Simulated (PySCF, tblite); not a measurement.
Bond stretch in SMILES O (H2O). The O1–H3 bond (O1 also carries H; H3 carries nothing else) is varied alone, starting from the PBE0/def2-TZVP optimised geometry.

```
3

O      0.0000     0.0000     0.0000
H      0.0000     0.9266    -0.2494
H      0.0000     0.0000     0.9595
```

Levels: UHF/6-31G (PySCF); RKS-BLYP = restricted BLYP/6-31G (PySCF 2.14.0); GFN2-xTB, 300 K electronic temperature (tblite); UCCSD(T) = PySCF 2.14.0 with CCSD(T) on UHF/6-31G, 1 core orbital frozen; RHF/6-31G (PySCF).

Energies are in kJ/mol, each relative to the lowest point of its own curve near equilibrium.

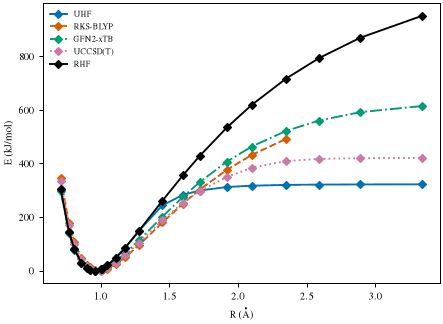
Fig. 1. Energy against bond length for each method.

```csv
R / Å,UHF,RKS-BLYP,GFN2-xTB,UCCSD(T),RHF
0.71,303.6,344.2,297.8,335.4,303.6
0.77,145.6,178.0,140.7,169.8,145.6
0.81,79.9,106.4,77.3,99.1,79.9
0.86,29.8,48.4,29.6,42.6,29.8
0.90,8.8,20.8,9.5,16.6,8.8
0.92,3.3,11.8,4.0,8.5,3.3
0.96,0.0,1.8,0.0,0.1,0.0
1.00,5.1,0.0,3.2,0.0,5.1
1.01,7.4,0.6,4.8,1.0,7.4
1.05,20.1,6.4,14.3,8.5,20.1
1.11,46.9,22.8,34.9,27.2,46.9
1.18,85.8,49.8,64.8,56.4,85.8
1.28,148.8,95.8,113.6,104.4,148.8
1.45,243.6,179.6,201.3,188.5,260.9
1.60,283.0,250.2,275.6,253.5,356.2
1.72,299.0,301.8,329.8,296.1,427.4
1.92,312.0,376.6,407.4,350.2,534.8
2.10,317.1,431.9,463.3,384.0,618.8
2.35,320.0,491.6,521.7,409.0,717.0
2.59,321.2,—,560.5,417.1,793.7
2.89,321.7,—,591.7,419.8,869.7
3.34,322.1,—,614.6,420.8,951.6
```

At the longest distance, 3.34 Å, RHF lies highest above its minimum (951.6 kJ/mol) and UHF lowest (322.1 kJ/mol).

Dashes: no converged value, or the column stops at the first point that the program doubted or that broke a chosen test of continuity, which isn't proof of a fault.

The unrestricted determinant behind UHF, UCCSD(T) is spin-contaminated at 1.45 to 3.34 Å (<S²> up to 1.0, against 0.00 for a pure singlet). The restricted form behind RKS-BLYP, RHF keeps the bonding electrons paired and can't separate into open-shell fragments.
